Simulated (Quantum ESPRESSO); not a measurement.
## Sr2Fe2S2OF2: which magnetic order is lowest

A self-consistent run ends on one state, which hangs on the start. Several orders of Sr2Fe2S2OF2 are started in Quantum ESPRESSO and their energies compared.

Calculated with Quantum ESPRESSO 7.5; PBEsol with U = 4.5 eV on Fe d (ortho-atomic projectors); plane waves with GBRV 1.5 PBEsol potentials, no spin-orbit coupling.

## 1. Starting point

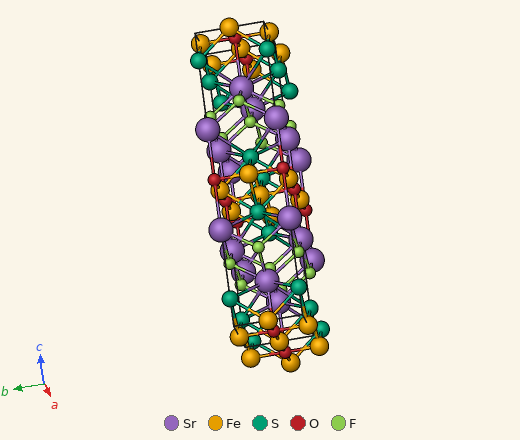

The starting structure, seen from a free direction (strontium purple, iron orange, sulfur teal, oxygen red, fluorine green). 2×1×1 cells are drawn. This picture shows the conventional cell, with its axes. Some periodic images of atoms are drawn too.

The cell comes from the Crystallography Open Database.

## 2. Start 1: ferro ++

The signs are those of the starting moments on the seeded atoms, the atoms that are given a moment.

pw.in

```
&CONTROL
  calculation = 'scf'
  prefix = 'pwscf'
  outdir = './tmp'
  pseudo_dir = './pseudo'
  disk_io = 'nowf'
/
&SYSTEM
  ibrav = 0
  celldm(1) = 8
  nat = 9
  ntyp = 5
  ecutwfc = 40
  ecutrho = 280
  nbnd = 59
  occupations = 'smearing'
  smearing = 'fd'
  degauss = 0.00367493
  nspin = 2
  starting_magnetization(1) = 0
  starting_magnetization(2) = 0.25
  starting_magnetization(3) = 0
  starting_magnetization(4) = 0
  starting_magnetization(5) = 0
/
&ELECTRONS
  conv_thr = 1.8d-08
  electron_maxstep = 150
  mixing_beta = 0.3
/
ATOMIC_SPECIES
Sr     87.6200 sr_pbesol_v1.uspp.F.UPF
Fe     55.8450 fe_pbesol_v1.5.uspp.F.UPF
S      32.0600 s_pbesol_v1.4.uspp.F.UPF
O      15.9990 o_pbesol_v1.2.uspp.F.UPF
F      18.9984 f_pbesol_v1.4.uspp.F.UPF
CELL_PARAMETERS alat
  -0.4771558464680    0.4771558464680    2.1257056744384
   0.4771558464680   -0.4771558464680    2.1257056744384
   0.4771558464680    0.4771558464680   -2.1257056744384
ATOMIC_POSITIONS crystal
Sr      0.6710000000    0.6710000000    0.0000000000
Sr      0.3290000000    0.3290000000    0.0000000000
Fe      0.0000000000    0.5000000000    0.5000000000
Fe      0.5000000000    0.0000000000    0.5000000000
S       0.0938100000    0.0938100000    0.0000000000
S       0.9061900000    0.9061900000    0.0000000000
O       0.5000000000    0.5000000000    0.0000000000
F       0.2500000000    0.7500000000    0.5000000000
F       0.7500000000    0.2500000000    0.5000000000
K_POINTS automatic
8 8 8 0 0 0
HUBBARD {ortho-atomic}
U Fe-3d 4.5000
```

On the command line:

```
$ OMP_NUM_THREADS=1 mpirun -n 4 pw.x -nk 4 -in pw.in > pw.out
```

What it wrote:

```text
Program PWSCF v.7.5 starts

     Message from routine setup:
     using ibrav=0 with symmetry is DISCOURAGED, use correct ibrav instead

     K-points division:     npool     =       4
     Subspace diagonalization in iterative solution of the eigenvalue problem:

     G-vector sticks info
     --------------------
     sticks:   dense  smooth     PW     G-vecs:    dense   smooth      PW
     Sum        4087    2333    813                78531    33817    7001

     Using Slab Decomposition

     bravais-lattice index     =            0
     lattice parameter (alat)  =       8.0000  a.u.
     unit-cell volume          =     991.1824 (a.u.)^3
     number of atoms/cell      =            9
     number of atomic types    =            5
     number of electrons       =        84.00
     number of Kohn-Sham states=           59
     kinetic-energy cutoff     =      40.0000  Ry
     charge density cutoff     =     280.0000  Ry
     scf convergence threshold =      1.8E-08
     mixing beta               =       0.3000
     number of iterations used =            8  plain     mixing
     Exchange-correlation= SLA  PW   PSX  PSC
                           (   1   4  10   8   0   0   0)
     Hubbard projectors: ortho-atomic
     Hubbard parameters of DFT+U (Dudarev formulation) in eV:
     U(Fe-3d) =  4.5000

     Internal variables: lda_plus_u =T, lda_plus_u_kind = 0

     Internal variables: orbital_resolved =F, hub_pot_fix =F, apply_U = F

     celldm(1)=   8.000000  celldm(2)=   0.000000  celldm(3)=   0.000000
     celldm(4)=   0.000000  celldm(5)=   0.000000  celldm(6)=   0.000000

     crystal axes: (cart. coord. in units of alat)
               a(1) = (  -0.477156   0.477156   2.125706 )
               a(2) = (   0.477156  -0.477156   2.125706 )
               a(3) = (   0.477156   0.477156  -2.125706 )

     reciprocal axes: (cart. coord. in units 2 pi/alat)
               b(1) = ( -0.000000  1.047876  0.235216 )
               b(2) = (  1.047876 -0.000000  0.235216 )
               b(3) = (  1.047876  1.047876  0.000000 )

     PseudoPot. # 1 for Sr read from file:
     sr_pbesol_v1.uspp.F.UPF
     Pseudo is Ultrasoft + core correction, Zval = 10.0
     Generated by new atomic code, or converted to UPF format
     Using radial grid of  883 points,  6 beta functions with:
                l(1) =   0
                l(2) =   0
                l(3) =   1
                l(4) =   1
                l(5) =   2
                l(6) =   2
     Q(r) pseudized with  6 coefficients,  rinner =    1.400   1.400   1.400
                                                       1.400   1.400

     PseudoPot. # 2 for Fe read from file:
     fe_pbesol_v1.5.uspp.F.UPF
     Pseudo is Ultrasoft + core correction, Zval = 16.0
     Generated by new atomic code, or converted to UPF format
     Using radial grid of  861 points,  6 beta functions with:
                l(1) =   0
                l(2) =   0
                l(3) =   1
                l(4) =   1
                l(5) =   2
                l(6) =   2
     Q(r) pseudized with  8 coefficients,  rinner =    1.000   1.000   1.000
                                                       1.000   1.000

     PseudoPot. # 3 for S  read from file:
     s_pbesol_v1.4.uspp.F.UPF
     Pseudo is Ultrasoft + core correction, Zval =  6.0
     Generated by new atomic code, or converted to UPF format
     Using radial grid of  907 points,  6 beta functions with:
                l(1) =   0
                l(2) =   0
                l(3) =   1
                l(4) =   1
                l(5) =   2
                l(6) =   2
     Q(r) pseudized with  8 coefficients,  rinner =    1.300   1.300   1.300
                                                       1.300   1.300

     PseudoPot. # 4 for O  read from file:
     o_pbesol_v1.2.uspp.F.UPF
     Pseudo is Ultrasoft + core correction, Zval =  6.0
     Generated by new atomic code, or converted to UPF format
     Using radial grid of  737 points,  5 beta functions with:
                l(1) =   0
                l(2) =   0
                l(3) =   1
                l(4) =   1
                l(5) =   2
     Q(r) pseudized with  8 coefficients,  rinner =    0.900   0.900   0.900
                                                       0.900   0.900

     PseudoPot. # 5 for F  read from file:
     f_pbesol_v1.4.uspp.F.UPF
     Pseudo is Ultrasoft, Zval =  7.0
     Generated by new atomic code, or converted to UPF format
     Using radial grid of  799 points,  4 beta functions with:
                l(1) =   0
                l(2) =   0
                l(3) =   1
                l(4) =   1
     Q(r) pseudized with  8 coefficients,  rinner =    0.950   0.950   0.950

     atomic species   valence    mass     pseudopotential
     Sr               10.00    87.62000     Sr( 1.00)
     Fe               16.00    55.84500     Fe( 1.00)
     S                 6.00    32.06000     S ( 1.00)
     O                 6.00    15.99900     O ( 1.00)
     F                 7.00    18.99840     F ( 1.00)

     Starting magnetic structure
     atomic species   magnetization
     Sr              0.000
     Fe              0.250
     S               0.000
     O               0.000
     F               0.000

     16 Sym. Ops., with inversion, found

   Cartesian axes

     site n.     atom                  positions (alat units)
         1        Sr     tau(   1) = (   0.0000000   0.0000000   2.8526970  )
         2        Sr     tau(   2) = (   0.0000000   0.0000000   1.3987143  )
         3        Fe     tau(   3) = (   0.4771558   0.0000000   0.0000000  )
         4        Fe     tau(   4) = (   0.0000000   0.4771558   0.0000000  )
         5        S      tau(   5) = (  -0.0000000  -0.0000000   0.3988249  )
         6        S      tau(   6) = (   0.0000000   0.0000000   3.8525865  )
         7        O      tau(   7) = (   0.0000000   0.0000000   2.1257057  )
         8        F      tau(   8) = (   0.4771558  -0.0000000   1.0628528  )
         9        F      tau(   9) = (   0.0000000   0.4771558   1.0628528  )

     number of k points=    59  Fermi-Dirac smearing, width (Ry)=  0.0037
                       cart. coord. in units 2pi/alat
        k(    1) = (   0.0000000   0.0000000   0.0000000), wk =   0.0019531
        k(    2) = (   0.1309845   0.1309845   0.0000000), wk =   0.0078125
        k(    3) = (   0.2619689   0.2619689   0.0000000), wk =   0.0078125
        k(    4) = (   0.3929534   0.3929534   0.0000000), wk =   0.0078125
        k(    5) = (  -0.5239378  -0.5239378   0.0000000), wk =   0.0039062
        [... 54 further k-points ...]

     Dense  grid:    78531 G-vectors     FFT dimensions: (  96,  96,  96)

     Smooth grid:    33817 G-vectors     FFT dimensions: (  72,  72,  72)

     Check: negative core charge=   -0.000018
     Generating pointlists ...
     new r_m :   0.2407 (alat units)  1.9256 (a.u.) for type    1
     new r_m :   0.1968 (alat units)  1.5746 (a.u.) for type    2
     new r_m :   0.2565 (alat units)  2.0522 (a.u.) for type    3
     new r_m :   0.1968 (alat units)  1.5746 (a.u.) for type    4
     new r_m :   0.2407 (alat units)  1.9256 (a.u.) for type    5

     Initial potential from superposition of free atoms

     starting charge      81.9384, renormalised to      84.0000

     negative rho (up, down):  6.553E-02 6.553E-02

     STARTING HUBBARD OCCUPATIONS:

     =================== HUBBARD OCCUPATIONS ===================
     ------------------------ ATOM    3 ------------------------
     Tr[ns(  3)] (up, down, total) =   5.00000  0.00000  5.00000
     Atomic magnetic moment for atom   3 =   5.00000
     [... lines left out ...]
     ------------------------ ATOM    4 ------------------------
     Tr[ns(  4)] (up, down, total) =   5.00000  0.00000  5.00000
     Atomic magnetic moment for atom   4 =   5.00000
     [... lines left out ...]
     Number of occupied Hubbard levels =   10.0000

     Atomic wfc used for Hubbard projectors are orthogonalized

     Starting wfcs are   72 randomized atomic wfcs

     Self-consistent Calculation

     iteration #  1     ecut=    40.00 Ry     beta= 0.30
     Davidson diagonalization with overlap
     ethr =  1.00E-02,  avg # of iterations =  5.6

     =================== HUBBARD OCCUPATIONS ===================
     ------------------------ ATOM    3 ------------------------
     Tr[ns(  3)] (up, down, total) =   4.95674  4.49983  9.45657
     Atomic magnetic moment for atom   3 =   0.45690
     [... lines left out ...]
     ------------------------ ATOM    4 ------------------------
     Tr[ns(  4)] (up, down, total) =   4.95674  4.49983  9.45657
     Atomic magnetic moment for atom   4 =   0.45690
     [... lines left out ...]
     Number of occupied Hubbard levels =   18.9131

     negative rho (up, down):  6.449E-02 6.450E-02

     total energy              =    -787.85481173 Ry
     estimated scf accuracy    <      68.33035674 Ry

     total magnetization       =     1.06 Bohr mag/cell
     absolute magnetization    =     1.84 Bohr mag/cell

     iteration #  2     ecut=    40.00 Ry     beta= 0.30
     Davidson diagonalization with overlap
     ethr =  1.00E-02,  avg # of iterations =  7.6

     negative rho (up, down):  6.379E-02 6.380E-02

     total energy              =    -794.36767287 Ry
     estimated scf accuracy    <     457.26803602 Ry

     total magnetization       =     0.01 Bohr mag/cell
     absolute magnetization    =     0.17 Bohr mag/cell

     iteration #  3     ecut=    40.00 Ry     beta= 0.30
     Davidson diagonalization with overlap
     ethr =  1.00E-02,  avg # of iterations =  7.5

     negative rho (up, down):  6.364E-02 6.364E-02

     total energy              =    -818.43181909 Ry
     estimated scf accuracy    <       7.00660320 Ry

     total magnetization       =     6.05 Bohr mag/cell
     absolute magnetization    =     6.08 Bohr mag/cell

     [... further iterations left out ...]

     iteration # 17     ecut=    40.00 Ry     beta= 0.30
     Davidson diagonalization with overlap
     ethr =  9.93E-10,  avg # of iterations =  2.1

     negative rho (up, down):  6.657E-02 6.653E-02

     total energy              =    -818.47525003 Ry
     estimated scf accuracy    <       0.00000039 Ry

     total magnetization       =     8.00 Bohr mag/cell
     absolute magnetization    =     8.04 Bohr mag/cell

     iteration # 18     ecut=    40.00 Ry     beta= 0.30
     Davidson diagonalization with overlap
     ethr =  4.69E-10,  avg # of iterations =  2.1

     negative rho (up, down):  6.657E-02 6.653E-02

     total energy              =    -818.47525033 Ry
     estimated scf accuracy    <       0.00000017 Ry

     total magnetization       =     8.00 Bohr mag/cell
     absolute magnetization    =     8.04 Bohr mag/cell

     iteration # 19     ecut=    40.00 Ry     beta= 0.30
     Davidson diagonalization with overlap
     ethr =  2.02E-10,  avg # of iterations =  2.4

     negative rho (up, down):  6.657E-02 6.653E-02

     total energy              =    -818.47525075 Ry
     estimated scf accuracy    <       0.00000003 Ry

     total magnetization       =     8.00 Bohr mag/cell
     absolute magnetization    =     8.04 Bohr mag/cell

     iteration # 20     ecut=    40.00 Ry     beta= 0.30
     Davidson diagonalization with overlap
     ethr =  3.69E-11,  avg # of iterations =  2.8

     negative rho (up, down):  6.657E-02 6.653E-02

     Magnetic moment per site  (integrated on atomic sphere of radius R)
     atom   1 (R=0.241)  charge=  7.0442  magn=  0.0058
     atom   2 (R=0.241)  charge=  7.0442  magn=  0.0058
     atom   3 (R=0.197)  charge= 13.2336  magn=  3.3456
     atom   4 (R=0.197)  charge= 13.2336  magn=  3.3456
     atom   5 (R=0.257)  charge=  4.7149  magn=  0.1214
     atom   6 (R=0.257)  charge=  4.7149  magn=  0.1214
     atom   7 (R=0.197)  charge=  5.5691  magn=  0.1968
     atom   8 (R=0.241)  charge=  7.2067  magn=  0.0028
     atom   9 (R=0.241)  charge=  7.2067  magn=  0.0028

     End of self-consistent calculation

     =================== HUBBARD OCCUPATIONS ===================
     ------------------------ ATOM    3 ------------------------
     Tr[ns(  3)] (up, down, total) =   4.91944  1.23419  6.15362
     Atomic magnetic moment for atom   3 =   3.68525
     [... lines left out ...]
     ------------------------ ATOM    4 ------------------------
     Tr[ns(  4)] (up, down, total) =   4.91944  1.23419  6.15362
     Atomic magnetic moment for atom   4 =   3.68525
     [... lines left out ...]
     Number of occupied Hubbard levels =   12.3072

     Number of k-points >= 100: set verbosity='high' to print the bands.

     the Fermi energy is     9.4886 ev

!    total energy              =    -818.47525083 Ry
     estimated scf accuracy    <          6.3E-09 Ry
     smearing contrib. (-TS)   =      -0.00000001 Ry
     internal energy E=F+TS    =    -818.47525082 Ry

     The total energy is F=E-TS. E is the sum of the following terms:
     one-electron contribution =    -553.09897970 Ry
     hartree contribution      =     314.82238170 Ry
     xc contribution           =    -137.09011652 Ry
     ewald contribution        =    -443.24765987 Ry
     Hubbard energy            =       0.13912357 Ry

     total magnetization       =     8.00 Bohr mag/cell
     absolute magnetization    =     8.04 Bohr mag/cell

     convergence has been achieved in  20 iterations

=------------------------------------------------------------------------------=
   JOB DONE.
=------------------------------------------------------------------------------=
```

It took 11 min on 4 MPI ranks of Intel Xeon Platinum 8559C (Emerald Rapids), shared host; peak memory 2 GiB.

Spin moment in the atom's sphere by atom:

```
atom  spin moment in the atom's sphere (μB)
 Sr1                                   0.01
 Sr2                                   0.01
 Fe3                                   3.35
 Fe4                                   3.35
  S5                                   0.12
  S6                                   0.12
  O7                                   0.20
  F8                                   0.00
  F9                                   0.00
```

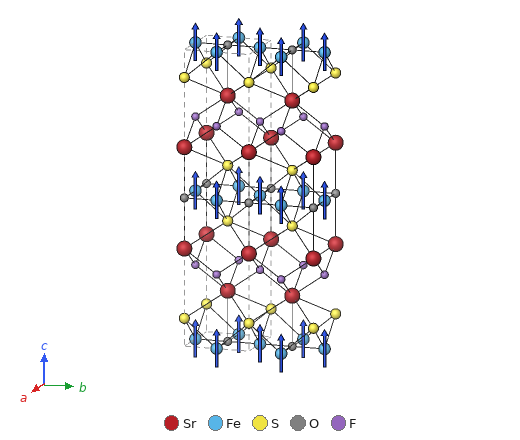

Spin moment in the atom's sphere as arrows, the longest 3.35 μB. Up and down stand for the sign. Arrows give size and sign along the axis of quantisation, drawn up and down the page. 1×2×1 conventional cells are drawn. Some periodic images of atoms are drawn too.

Read from the output:

| Quantity | Value |
| --- | --- |
| smearing term TS | 8.92e-8 eV |
| magnetization | 8 μB |
| absolute magnetization | 8.036 μB |
| final state | ferromagnetic |

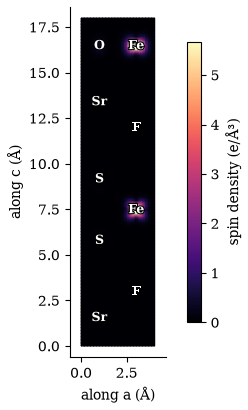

Spin density in the ac plane of the conventional cell at fractional y = 0.000, with atoms of Sr and Fe and S and O and F within 0.2 Å of it. The map starts off the cell's origin, so that atoms lie inside it.

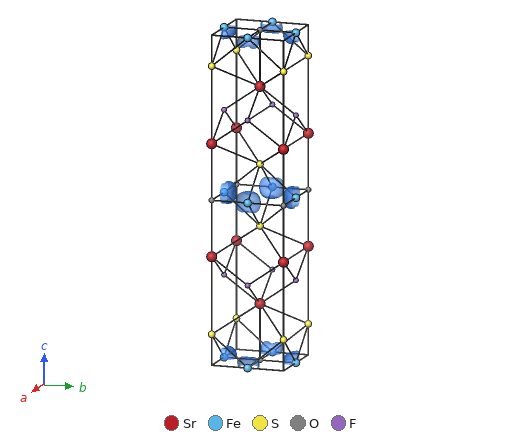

Surface of spin density = 0.6 e/Å³, which holds about 70 % of the integral of its size.

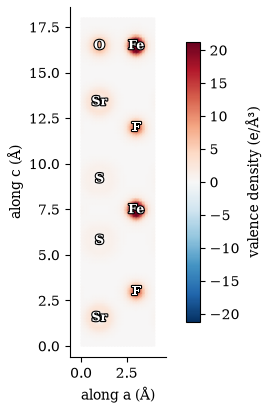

Valence density in the ac plane of the conventional cell at fractional y = 0.000, with atoms of Sr and Fe and S and O and F within 0.2 Å of it. It is the smooth field of the valence electrons, not physical close to the nuclei. The map starts off the cell's origin, so that atoms lie inside it.

(Continued in part 2 of 2.)

[Logs and program files are shortened in this print: banners, set-up blocks, solver, clock and traceback lines can be left out without a mark of their own.]

[Logs are printed without paths, hosts, clocks, repeated set-up lines and the standing remarks that a program may print on its own settings, such as how far it seeks lower states.]

[Hosts, paths, dates, database ids (printed as entryN), source tags and the programs' standing remarks are cut or masked in the printed files.]

[Where a cell is said to come from a database of computed structures, the database is the Materials Project.]
